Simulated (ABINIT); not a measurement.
# Quasiparticle gap of GaP (F-43m) in ABINIT

How does a plane-wave GW calculation on GaP (F-43m) run from the first input to the gap?

Method: PBE and many-body steps on it, plane waves, in ABINIT 10.8.3.

**What was measured.**

- Gap 2.25 ± 0.04 eV: optical gap from Tauc plot (fundamental, indirect); spectroscopic ellipsometry, Tauc-Lorentz fit and Tauc plot; 300 K; film (GaP layer on Si reference sample) on Si (“Assessment of GaPSb/Si tandem material association properties for photoelectrochemical cells”, 2020, arxiv:2002.02774).

Most raw output is cut from this account.

## 1. The structure

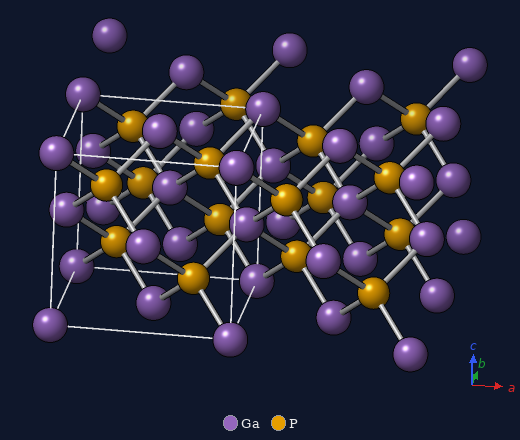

The starting structure, seen slightly off an axis (gallium purple, phosphorus orange). 2×2×1 cells are drawn. This picture shows the conventional cell, with its axes. Bonds to atoms that aren't drawn are left out. Some periodic images of atoms are drawn too.

The cell and positions come from the Crystallography Open Database and are kept as given unless a step says otherwise.

## 2. Ground state

This step: ABINIT 10.8.3; DFT, PBE, plane waves, norm-conserving pseudopotentials.

The ground-state density comes first.

The input, run.abi:

```
acell 3*1.0 Angstrom
rprim 
  0.000000000000 2.725250000000 2.725250000000
  2.725250000000 0.000000000000 2.725250000000
  2.725250000000 2.725250000000 0.000000000000
ntypat 2
znucl 31 15
natom 2
typat 1 2
xred 
  0.000000000000 0.000000000000 0.000000000000
  0.250000000000 0.250000000000 0.250000000000
pp_dirpath "pseudos"
pseudos "Ga.upf, P.upf"
ecut 45
ngkpt 6 6 6
nshiftk 1
shiftk 0 0 0
kptopt 1
chksymbreak 0
nband 18
occopt 1
tolvrs 1e-10
nstep 60
prtwf 0
optforces 0
optstress 0
indata_prefix "in"
outdata_prefix "out"
tmpdata_prefix "tmp"
```

Launch:

```bash
$ OMP_NUM_THREADS=1 mpirun -n 4 abinit run.abi > log
```

Wall time 13 s (4 MPI ranks of Intel Xeon Platinum 8559C (Emerald Rapids), shared host); peak memory 0.36 GiB.

Numbers from this step:

```yaml
total_energy: -6946.1481 eV
gap: 1.653 eV
k_of_the_valence_top: 0, 0, 0
k_of_the_conduction_bottom: 0.5, 0.5, 0
least_direct_gap: 1.809 eV
```

The gap is indirect, with the least direct gap 0.16 eV higher.

## 3. Bands along the symmetry lines

The cheap functional maps the bands first; the places of the edges decide which points the dearer methods must see.

The input, run.abi:

```
acell 3*1.0 Angstrom
rprim 
  0.000000000000 2.725250000000 2.725250000000
  2.725250000000 0.000000000000 2.725250000000
  2.725250000000 2.725250000000 0.000000000000
ntypat 2
znucl 31 15
natom 2
typat 1 2
xred 
  0.000000000000 0.000000000000 0.000000000000
  0.250000000000 0.250000000000 0.250000000000
pp_dirpath "pseudos"
pseudos "Ga.upf, P.upf"
ecut 45
iscf -2
irdden 1
kptopt 0
nkpt 50
kpt 
  0.00000000 0.00000000 0.00000000
  -0.06250000 -0.06250000 0.00000000
  -0.12500000 -0.12500000 0.00000000
  -0.18750000 -0.18750000 0.00000000
  -0.25000000 -0.25000000 0.00000000
  -0.31250000 -0.31250000 0.00000000
  -0.37500000 -0.37500000 0.00000000
  -0.43750000 -0.43750000 0.00000000
  -0.50000000 -0.50000000 0.00000000
  -0.48437500 -0.48437500 0.03125000
  -0.46875000 -0.46875000 0.06250000
  -0.45312500 -0.45312500 0.09375000
  -0.43750000 -0.43750000 0.12500000
  -0.42187500 -0.42187500 0.15625000
  -0.40625000 -0.40625000 0.18750000
  -0.39062500 -0.39062500 0.21875000
  -0.37500000 -0.37500000 0.25000000
  -0.37500000 0.00000000 0.37500000
  -0.32812500 0.00000000 0.32812500
  -0.28125000 0.00000000 0.28125000
  -0.23437500 0.00000000 0.23437500
  -0.18750000 0.00000000 0.18750000
  -0.14062500 0.00000000 0.14062500
  -0.09375000 0.00000000 0.09375000
  -0.04687500 0.00000000 0.04687500
  0.00000000 0.00000000 0.00000000
  0.00000000 0.00000000 0.06250000
  0.00000000 0.00000000 0.12500000
  0.00000000 0.00000000 0.18750000
  0.00000000 0.00000000 0.25000000
  0.00000000 0.00000000 0.31250000
  0.00000000 0.00000000 0.37500000
  0.00000000 0.00000000 0.43750000
  -0.00000000 -0.00000000 0.50000000
  -0.06250000 -0.03125000 0.46875000
  -0.12500000 -0.06250000 0.43750000
  -0.18750000 -0.09375000 0.40625000
  -0.25000000 -0.12500000 0.37500000
  -0.31250000 -0.15625000 0.34375000
  -0.37500000 -0.18750000 0.31250000
  -0.43750000 -0.21875000 0.28125000
  -0.50000000 -0.25000000 0.25000000
  -0.50000000 -0.28125000 0.21875000
  -0.50000000 -0.31250000 0.18750000
  -0.50000000 -0.34375000 0.15625000
  -0.50000000 -0.37500000 0.12500000
  -0.50000000 -0.40625000 0.09375000
  -0.50000000 -0.43750000 0.06250000
  -0.50000000 -0.46875000 0.03125000
  -0.50000000 -0.50000000 0.00000000
istwfk *1
nband 20
nbdbuf 2
tolwfr 1e-08
nstep 40
prtwf 0
prtvol 0
indata_prefix "in"
outdata_prefix "out"
tmpdata_prefix "tmp"
```

The job ended after 17 s (4 MPI ranks; peak memory 0.35 GiB; 66 s of CPU time).

This step gave:

| Property | Result |
| --- | --- |
| gap | 1.592 eV |
| k of the valence top | 0, 0, 0 |
| k of the conduction bottom | -0.4375, -0.4375, 0 |
| least direct gap | 1.809 eV |

The gap is 1.592 eV, −0.061 eV from the run before at this level.

Electronic bands along the path, in eV, zero at the top of the highest filled band:

```
    point  band 10  band 11  band 12  band 13  band 14  band 15  band 16  band 17
        Γ   -12.50     0.00     0.00     0.00     1.81     3.88     3.88     3.88
        X    -9.53    -6.76    -2.68    -2.68     1.65     1.82    10.57    10.57
        U    -9.57    -6.55    -3.94    -2.26     2.19     4.80     8.23     8.25
jump to K    -9.57    -6.55    -3.94    -2.26     2.19     4.80     8.23     8.25
        Γ   -12.50     0.00     0.00     0.00     1.81     3.88     3.88     3.88
        L   -10.43    -6.64    -1.12    -1.12     1.66     4.72     4.72     8.28
        W    -9.44    -6.56    -3.58    -3.42     4.70     4.86     6.10     6.15
        X    -9.53    -6.76    -2.68    -2.68     1.65     1.82    10.57    10.57
```

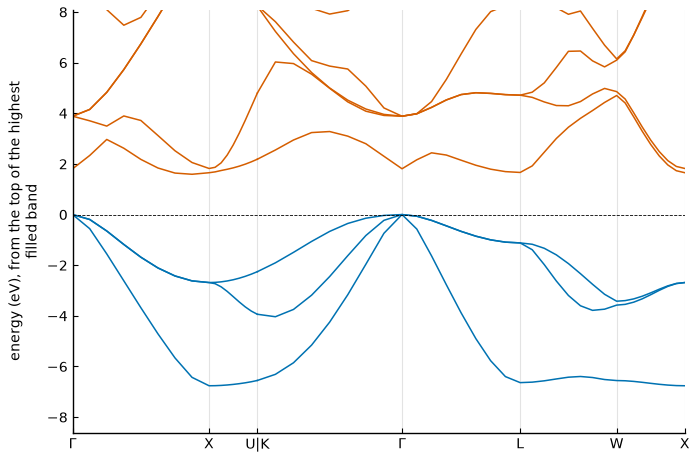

Electronic bands along the path; lines of filled and empty bands in two colours.

## 4. Empty states on the mesh, 4×4×4 mesh, 84 bands

The sums over transitions need many empty states on a uniform mesh; this step solves for them.

The input, run.abi:

```
acell 3*1.0 Angstrom
rprim 
  0.000000000000 2.725250000000 2.725250000000
  2.725250000000 0.000000000000 2.725250000000
  2.725250000000 2.725250000000 0.000000000000
ntypat 2
znucl 31 15
natom 2
typat 1 2
xred 
  0.000000000000 0.000000000000 0.000000000000
  0.250000000000 0.250000000000 0.250000000000
pp_dirpath "pseudos"
pseudos "Ga.upf, P.upf"
ecut 45
ngkpt 4 4 4
nshiftk 1
shiftk 0 0 0
kptopt 1
chksymbreak 0
iscf -2
irdden 1
istwfk *1
nband 84
nbdbuf 6
tolwfr 1e-09
nstep 60
prtvol 0
indata_prefix "in"
outdata_prefix "out"
tmpdata_prefix "tmp"
```

The job ended after 18 s (4 MPI ranks; peak memory 0.34 GiB; 71 s of CPU time).

Numbers from this step:

```
gap                                                           : 1.653 eV
k of the valence top                                          : 0, 0, 0
k of the conduction bottom                                    : 0.5, 0.5, 0
least direct gap                                              : 1.809 eV
k points computed                                             : 8
lowest point of the top converged band, above the valence top : 68.0696 eV
```

On this mesh the gap is 1.653 eV.

## 5. Screening, 4×4×4 mesh, 78 bands, screening to 136.1 eV

The RPA dielectric matrix is built and inverted for each q.

This step: RPA screening on PBE, plane waves, norm-conserving pseudopotentials.

run.abi, as its differences from that of step 4:

```diff
@@ -20,10 +20,11 @@
 chksymbreak 0
-iscf -2
-irdden 1
 istwfk *1
-nband 84
-nbdbuf 6
-tolwfr 1e-09
-nstep 60
-prtvol 0
+occopt 1
+irdwfk 1
+optdriver 3
+nband 78
+ecuteps 5
+inclvkb 2
+awtr 1
+symchi 1
 indata_prefix "in"
```

The job ended after 17 s (4 MPI ranks; peak memory 0.81 GiB).

Numbers from this step:

```
ε∞ with local fields, on this mesh, along the program's q direction : 18.11
the same without local fields                                       : 19.71
plasma frequency                                                    : 29.76 eV
plane waves in the screening matrix                                 : 137
```

Local fields lower ε∞ by 8 %. On a Γ-centred mesh this coarse the value itself is usually too large, while a short band sum pulls it down.

## 6. Self-energy, 4×4×4 mesh, 78 bands, screening to 136.1 eV

The self-energy is evaluated for the states that the input lists, and the levels follow from it, in one-shot runs by the linearised quasiparticle equation.

This step: G0W0 on PBE, plane waves, norm-conserving pseudopotentials.

run.abi, as its differences from that of step 5:

```diff
@@ -23,8 +23,17 @@
 irdwfk 1
-optdriver 3
+optdriver 4
 nband 78
+gwcalctyp 0
+ecutsigx 45
+symsigma 1
+nkptgw 2
+kptgw 
+  0.0000000000 0.0000000000 0.0000000000
+  0.5000000000 0.5000000000 0.0000000000
+bdgw 
+  11 17
+  12 15
 ecuteps 5
-inclvkb 2
-awtr 1
-symchi 1
+irdscr 1
+ppmodel 1
 indata_prefix "in"
```

Elapsed: 5.2 s, on 4 MPI ranks; peak memory 0.71 GiB.

This step gave:

```yaml
g0w0_gap_on_the_points_computed: 2.174 eV
starting_gap_on_the_mesh: 1.653 eV
k_of_the_valence_top: 0, 0, 0
k_of_the_conduction_bottom: 0.5, 0.5, 0
z_at_the_valence_top: 0.784
z_at_the_conduction_bottom: 0.808
least_direct_g0w0_gap_on_the_computed_points: 2.680 eV
```

The gap on the mesh goes from 1.65 eV to 2.17 eV, a correction of +0.52 eV.

Limits: finite bands, cutoff and mesh; no spin-orbit coupling; coarse k mesh. v1 is the top filled band, c1 the lowest empty one. Levels before and after the correction, in eV, zero at the valence-band top of each column:

```
           conduction bottom  valence top
Kohn-Sham               1.65         0.00
     G0W0               2.17         0.00
```

```
                       level  energy (eV)
Kohn-Sham            Γ v3-v1        0.000
Kohn-Sham               Γ c1        1.809
Kohn-Sham            Γ c2-c4        3.885
Kohn-Sham  (0.5 0.5 0) v2-v1       -2.685
Kohn-Sham     (0.5 0.5 0) c1        1.653
Kohn-Sham     (0.5 0.5 0) c2        1.820
     G0W0            Γ v3-v1        0.000
     G0W0               Γ c1        2.680
     G0W0            Γ c2-c4        4.751
     G0W0  (0.5 0.5 0) v2-v1       -2.817
     G0W0     (0.5 0.5 0) c1        2.174
     G0W0     (0.5 0.5 0) c2        2.491
```

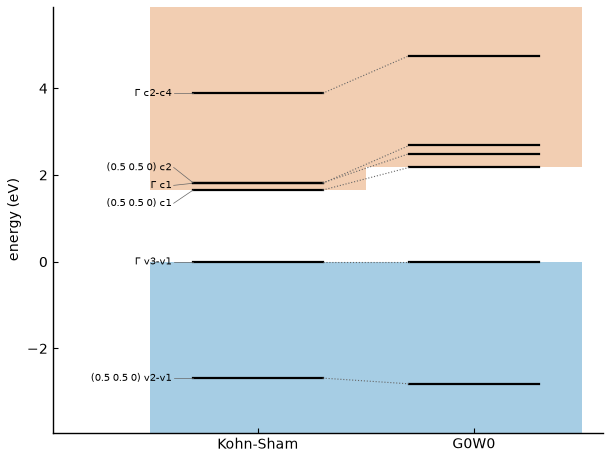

Levels before and after the correction. Shaded: valence and conduction bands.

## 7. Where the time went

Times are wall times on 4 MPI ranks of Intel Xeon Platinum 8559C (Emerald Rapids), shared host, good to a factor of about two.

```
                          step   time  share  memory (GiB)
                  ground state   13 s   18 %          0.36
bands along the symmetry lines   17 s   24 %          0.35
      empty states on the mesh   18 s   26 %          0.34
                     screening   17 s   24 %          0.81
                   self-energy  5.2 s    7 %          0.71
```

## 8. Summary of results

```json
{
  "PBE gap": "1.59 eV, indirect",
  "G0W0 gap on the mesh": "2.17 eV",
  "G0W0 gap over the zone (rigid shift)": "2.11 eV",
  "GW settings": "4×4×4 mesh, 78 bands, screening to 136.1 eV, Godby-Needs plasmon pole",
  "known limits": "not at the basis limit; no spin-orbit coupling; coarse k mesh"
}
```

**Reading.** G0W0 moves the gap on the mesh from 1.65 eV to 2.17 eV (+0.52 eV), with Z of 0.78 and 0.81 at the edges. The mesh misses the band edges by 0.06 eV in all; a rigid shift gives 2.11 eV for the zone. Local fields lower the RPA ε∞ on this mesh from 19.71 to 18.11; a Γ-centred mesh this coarse tends to raise both, most where the direct gap is narrow, while a short band sum lowers them. Only 2 of the mesh's irreducible points were corrected, so a valley elsewhere could overtake. Against experiment, by G0W0@PBE: the gap of 2.11 eV lies −0.14 eV from the measured 2.25 ± 0.04 eV (indirect, 300 K, on Si, 2020). The calculation has static nuclei and no excitons; a measured gap holds zero-point and thermal motion, which mostly lowers it. Bands and cutoff are finite, so the gap is not at the basis limit. The miss can reach some tenths of an eV and take either sign; the mesh is an error of its own. In the G0W0 run levels were corrected at 2 k points alone, so a gap called «on the mesh» is the least over those, and an edge elsewhere would be missed. A denser mesh or path gives a starting gap of 1.59 eV: the GW mesh misses a band edge, so its gaps are not the fundamental one. The 4×4×4 mesh is coarse for this cell, which bears on the long-range parts of exchange and screening. The many-body steps are scalar-relativistic: spin-orbit coupling is not in them.

[Paths, hosts, dates, memory and timing lines, banners, echoed tables and standing remarks are left out of the program output.]

[Logs are printed without paths, hosts, clocks, repeated set-up lines and the standing remarks that a program may print on its own settings, such as how far it seeks lower states.]

[Runs of the session that timed out or met a known fault of the program may be left out.]

[Hosts, paths, dates, database ids (printed as entryN), source tags and the programs' standing remarks are cut or masked in the printed files.]

[G0W0 gaps are taken among the corrected bands and points alone; a level outside them can change the order at an edge.]

[Where Ansatz stands beside ABINIT at settings called matched, ABINIT's density can come from a denser mesh and the files from another edition; pairs whose starting gaps differed by over 0.03 eV were left out, so agreement reads better than it is.]
